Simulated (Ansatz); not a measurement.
## Electronic structure of C₂H₄Cl₂Ge in real space

The calculation's input:

```
crystal:
  periodic: [false, false, false]
  atoms:
    - {symbol: C, position_ang: [1.615235, -0.044807, -0.059890]}
    - {symbol: C, position_ang: [0.466787, -0.699743, 0.039154]}
    - {symbol: Ge, position_ang: [-1.231700, 0.191598, 0.176724]}
    - {symbol: Cl, position_ang: [-2.476371, -0.432005, -1.459688]}
    - {symbol: Cl, position_ang: [-0.916856, 2.307613, 0.001907]}
    - {symbol: H, position_ang: [2.561782, -0.571297, -0.138587]}
    - {symbol: H, position_ang: [1.657867, 1.039796, -0.070966]}
    - {symbol: H, position_ang: [0.448920, -1.786696, 0.038334]}
    - {symbol: H, position_ang: [-2.037263, -0.050958, 1.456012]}
basis:
  gaussian: {orbitals: def2-TZVPP}
hamiltonian: {xc: pbe0, dispersion: d4}
output: {orbitals: {seedname: orbitals}}
```

Launched as:

```sh
ansatz run in.yaml --threads 4 --pin off --events-out ev --progress --plain --max-ram 10444MiB
```

Geometry: PBE0-D4/def2-TZVP.

Method: RKS PBE0-D4/def2-TZVPP (Ansatz).

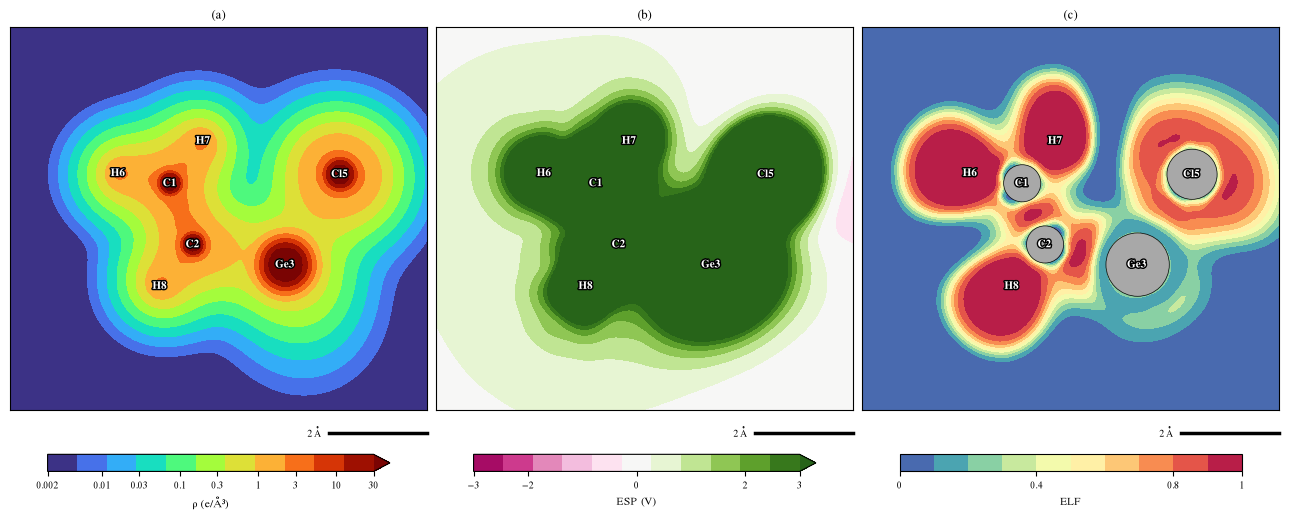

Figure 1. (a) total electron density; (b) electrostatic potential; (c) ELF on the plane of atoms C1, C2 and H8. Grey discs cover the atomic cores in the ELF map.

### Read the bonding off the picture.

Atoms in the plane: C, Ge, Cl and H.
C–C (1.33 Å): ρ at the midpoint is about 2.4 e/Å³; the ELF peaks at about 0.90 between the atoms; a short, multiple covalent bond.
C–Ge (1.92 Å): ρ at the midpoint is about 0.94 e/Å³; the ELF peaks at about 0.90 in the valence shell of C, 0.7 Å from its nucleus, and is about 0.70 at the midpoint.
Ge–Cl (2.15 Å): the density is about 0.79 e/Å³ at the midpoint; the ELF peaks at about 0.85 in the valence shell of Cl, 0.9 Å from its nucleus, and is about 0.65 at the midpoint.
C–H (1.09 Å): the density is about 2.1 e/Å³ at the midpoint; the ELF climbs to about 1 towards the hydrogen, as it does in any bond to H (a covalent bond by its length).
The ELF also peaks beside Cl5, away from the bonds: lone-pair regions.
Outside the dense part of the molecule the potential is most negative (−0.5 V) near Cl5.

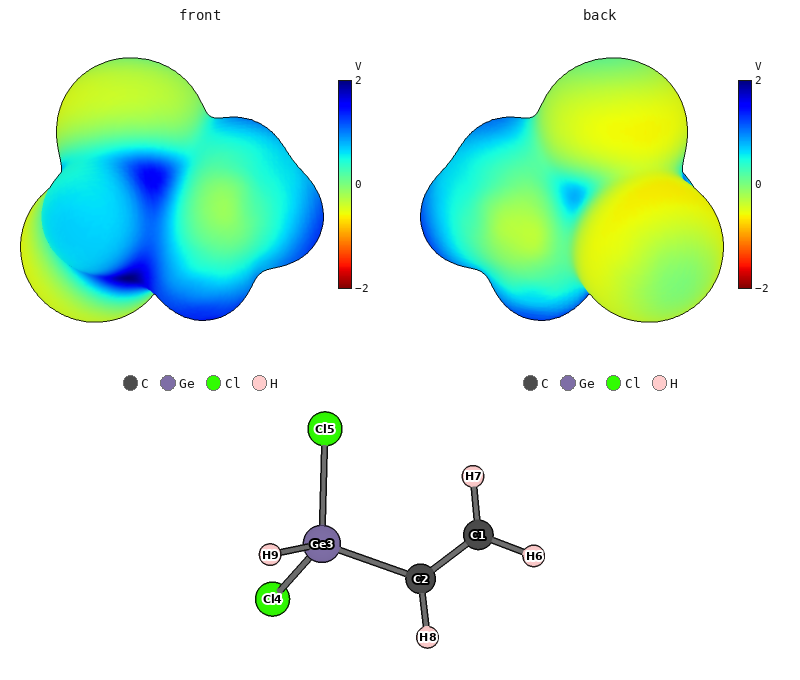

Figure 2. The electrostatic potential painted on the density surface at 0.002 e/bohr³, seen from the front and from behind; the colour scale runs from red (negative) to blue (positive). The bare structure is drawn below in the same view.

### Where is the surface potential most negative and most positive?

The most negative region (about −0.6 V) lies over Cl4 and Cl5, the most positive (about +1.8 V) over Ge3.

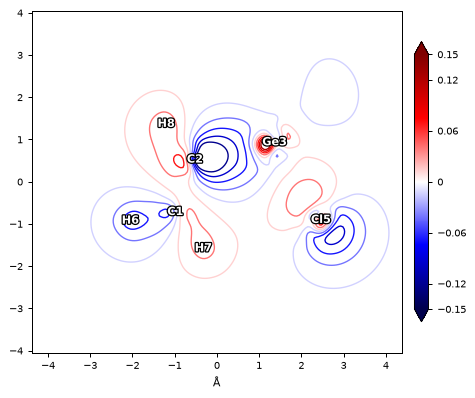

Figure 3. One frontier orbital on the plane of atoms Ge3, C2 and H8 (values in Å⁻³ᐟ²; the overall sign is arbitrary).

### Which orbital is it: HOMO or LUMO?

The HOMO, at −8.63 eV. It lies mainly on C2 (about 35 %), C1 (about 35 %) and Cl4 (about 15 %); π-bonding across C2–C1.

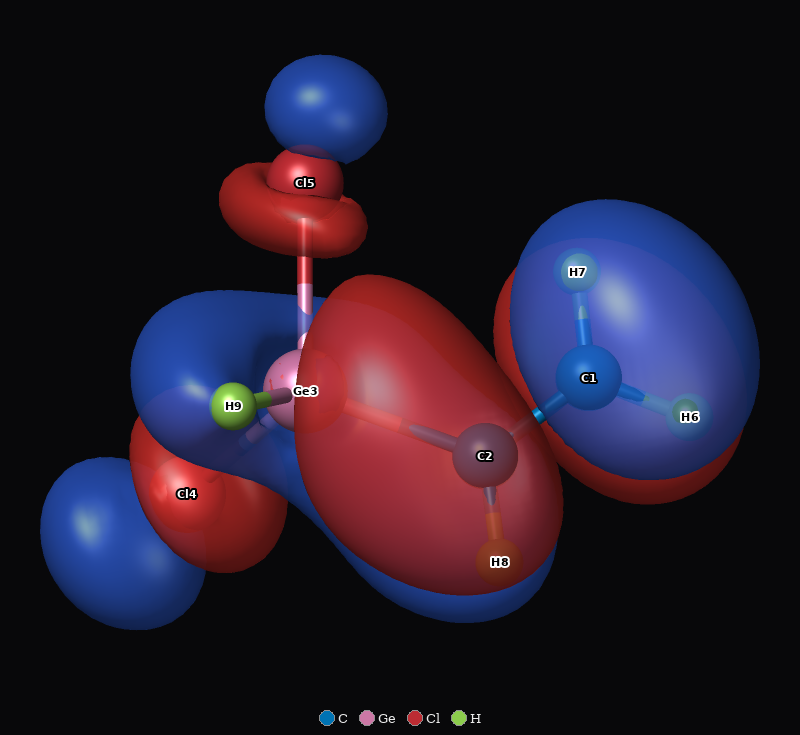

Figure 4. The LUMO at ±0.06 Å⁻³ᐟ² (red and blue are the two phases), seen across its widest extent.

### Describe this orbital and give its energy.

Its weight (Hirshfeld) is mainly on C1 (about 30 %), C2 (about 25 %), Ge3 (about 20 %) and Cl4 (about 10 %). Its energy is −1.14 eV.
